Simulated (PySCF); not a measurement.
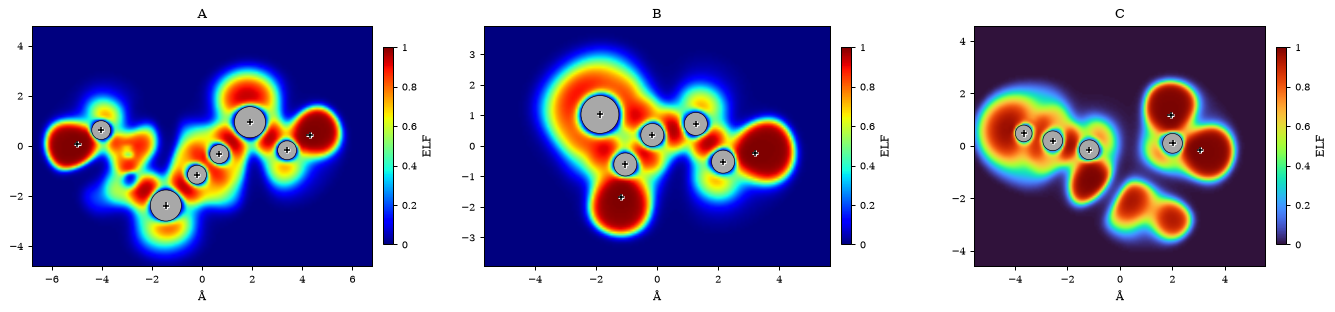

The electron localisation function of 3 systems, each on a plane through atoms (crosses mark nuclei in the plane; grey discs cover the cores).

Computed with PySCF 2.14.0, PBE0/pcSseg-1, SCF density, gas phase, non-relativistic.

System 1: C$_{6}$H$_{11}$P, the plane of atoms C2, C3 and P5. Geometry: GFN2-xTB.

```yaml
atoms:
  - { symbol: C, position_ang: [-2.8911, 0.5893, -0.0504] }
  - { symbol: C, position_ang: [-1.8875, -0.2640, 0.7213] }
  - { symbol: C, position_ang: [-0.6916, -0.5517, -0.0854] }
  - { symbol: C, position_ang: [-0.0795, -0.3914, -1.2313] }
  - { symbol: P, position_ang: [0.9170, -1.4501, -0.1087] }
  - { symbol: C, position_ang: [2.0595, -0.1625, 0.6759] }
  - { symbol: C, position_ang: [2.8130, 0.6437, -0.3727] }
  - { symbol: H, position_ang: [-3.7686, 0.7861, 0.5610] }
  - { symbol: H, position_ang: [-2.4437, 1.5394, -0.3336] }
  - { symbol: H, position_ang: [-3.2050, 0.0755, -0.9559] }
  - { symbol: H, position_ang: [-1.5838, 0.2471, 1.6404] }
  - { symbol: H, position_ang: [-2.3446, -1.2129, 1.0192] }
  - { symbol: H, position_ang: [-0.1419, 0.0353, -2.2070] }
  - { symbol: H, position_ang: [2.7665, -0.7055, 1.3085] }
  - { symbol: H, position_ang: [1.4733, 0.4987, 1.3199] }
  - { symbol: H, position_ang: [3.5080, 1.3369, 0.0986] }
  - { symbol: H, position_ang: [3.3760, -0.0174, -1.0290] }
  - { symbol: H, position_ang: [2.1152, 1.2158, -0.9824] }
```

System 2: C$_{4}$H$_{9}$N$_{2}$P (SMILES CP(N)CCC#N), the plane of atoms H8, C1 and H10. Geometry: GFN2-xTB.

| atom | x (Å) | y (Å) | z (Å) |
| --- | --- | --- | --- |
| C | -1.4733 | -1.3828 | 0.2625 |
| P | -1.3332 | 0.1594 | -0.7522 |
| N | -1.3618 | 1.2651 | 0.5790 |
| C | 0.5154 | 0.1957 | -1.0266 |
| C | 1.3630 | 0.0661 | 0.2412 |
| C | 2.7365 | 0.3725 | -0.0523 |
| N | 3.8223 | 0.6204 | -0.3128 |
| H | -2.5275 | -1.5863 | 0.4460 |
| H | -0.9615 | -1.2668 | 1.2157 |
| H | -1.0590 | -2.2186 | -0.2975 |
| H | -2.2539 | 1.2014 | 1.0606 |
| H | -1.2746 | 2.2206 | 0.2421 |
| H | 0.7554 | -0.5995 | -1.7374 |
| H | 0.7360 | 1.1467 | -1.5226 |
| H | 1.3120 | -0.9486 | 0.6430 |
| H | 0.9968 | 0.7636 | 0.9999 |

System 3: C$_{6}$H$_{10}$O$_{2}$P$_{2}$ (SMILES COC(=O)PC#CP(C)C), the plane of atoms C7, P8 and C10. Geometry: GFN2-xTB.

```xyz
20

C     3.7129   -0.6566   -1.1427
O     2.7403    0.3506   -0.8846
C     2.7334    0.8867    0.3278
O     3.4822    0.6147    1.2268
P     1.4448    2.2158    0.3869
C     0.0833    1.1951   -0.0509
C    -0.8839    0.5559   -0.4016
P    -2.2303   -0.4147   -1.0115
C    -2.2514   -1.6780    0.3510
C    -3.5929    0.6792   -0.3814
H     3.5029   -1.5417   -0.5395
H     3.6369   -0.8895   -2.2014
H     4.7100   -0.2866   -0.8964
H     1.2797    2.1098    1.7736
H    -2.2460   -1.2049    1.3317
H    -3.1441   -2.2934    0.2480
H    -1.3773   -2.3193    0.2562
H    -3.4481    0.9242    0.6700
H    -3.6122    1.5973   -0.9656
H    -4.5452    0.1661   -0.5091
```

Q: Match each panel to its system.

A: Panel A is system 3, C$_{6}$H$_{10}$O$_{2}$P$_{2}$: the plane holds C, P and H. C–C (1.21 Å): the ELF peaks at about 0.85 between the atoms (a multiple bond). Panel B is system 1, C$_{6}$H$_{11}$P: the plane holds C, P and H. C–C (1.31 Å): the ELF peaks at about 0.85 between the atoms; a multiple bond. Panel C is system 2, C$_{4}$H$_{9}$N$_{2}$P: the plane holds C, N and H. C–N (1.14 Å): the ELF peaks at about 0.85 between the atoms: a short, multiple covalent bond.
